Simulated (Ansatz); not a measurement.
C2H6FNSSn

Input file:

```
crystal:
  periodic: [false, false, false]
  atoms:
    - { symbol: F, position_ang: [-1.3679, -1.8846, 0.1551] }
    - { symbol: C, position_ang: [-0.127, -1.9552, -0.3308] }
    - { symbol: Sn, position_ang: [1.0172, -0.3144, 0.3898] }
    - { symbol: "N", position_ang: [0.3082, 1.4655, -0.2663] }
    - { symbol: C, position_ang: [-1.1054, 1.7911, 0.0591] }
    - { symbol: S, position_ang: [-1.7637, 3.2128, -0.4568] }
    - { symbol: H, position_ang: [-0.1054, -1.9294, -1.435] }
    - { symbol: H, position_ang: [0.3554, -2.8916, 0.013] }
    - { symbol: H, position_ang: [1.0484, -0.3191, 2.196] }
    - { symbol: H, position_ang: [1.30584, 1.3881, 0.0171] }
    - { symbol: H, position_ang: [0.8051, 2.0901, -0.8329] }
    - { symbol: H, position_ang: [-1.6815, 1.14, 0.7057] }
basis:
  gaussian: { orbitals: def2-SVP }
hamiltonian:
  xc: hf
relax:
  f_tol: 0.02
  max_steps: 50
output:
  orbitals: {}
```

Launched as:

```sh
ansatz run input.yaml --threads 2 --pin off --max-ram 3072MiB --backend cpu --events-out ev --progress --plain --runs-dir out
```

The fields are those of the run's last geometry, not of the input's.

Core potentials replace the inner electrons of Sn.

Theory: RHF/def2-SVP (Ansatz 0.2.0).

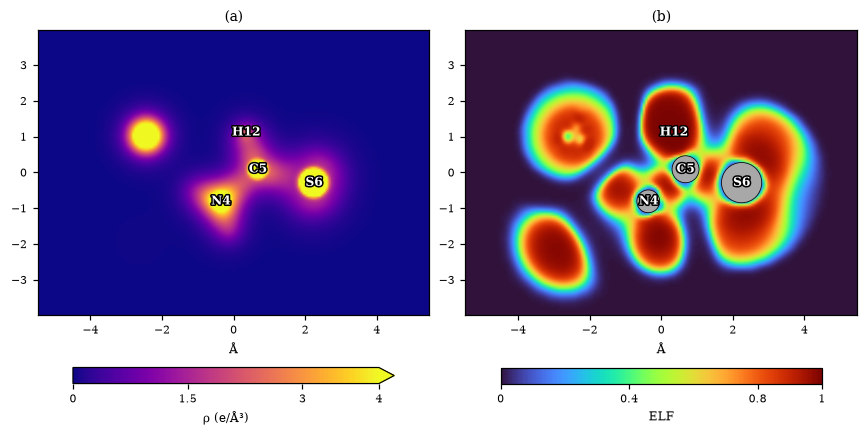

Figure 1. (a) electron density; (b) electron localisation function on the plane of atoms N4, C5 and S6. Grey discs cover the atomic cores in the ELF map.

### Read the bonding off the picture.

Atoms in the plane: N, C, S and H.
C–N (1.37 Å): the density is about 2.3 e/Å³ at the midpoint; the ELF peaks at about 0.95 between the atoms: a covalent bond.
C–S (1.61 Å): the density is about 1.7 e/Å³ at the midpoint; the ELF peaks at about 0.95 between the atoms: localised, covalent bonding.
C–H (1.09 Å): ρ is about 2.1 e/Å³ halfway; the ELF climbs to about 1 towards the hydrogen, as it does in any bond to H: a covalent bond by its length.
The ELF also peaks beside S6 and F1, away from the bonds: lone-pair regions.

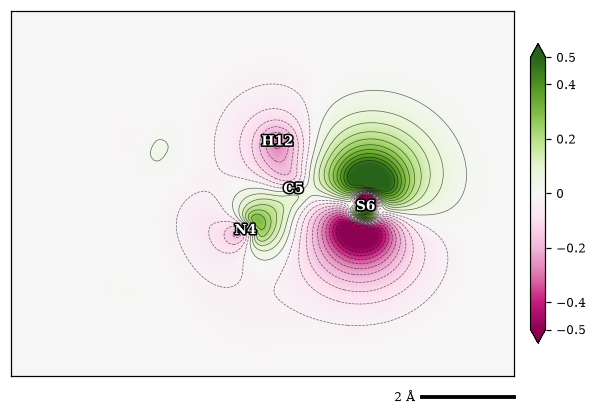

Figure 2. The HOMO−1 on the plane of atoms N4, C5 and S6 (values in Å⁻³ᐟ²; the overall sign is arbitrary).

### Where does this orbital lie, and at what energy?

By Hirshfeld shares it lies mainly on S6 (about 85 %) and C5 (about 10 %); largely a lone pair of S6. Its energy is −9.69 eV.
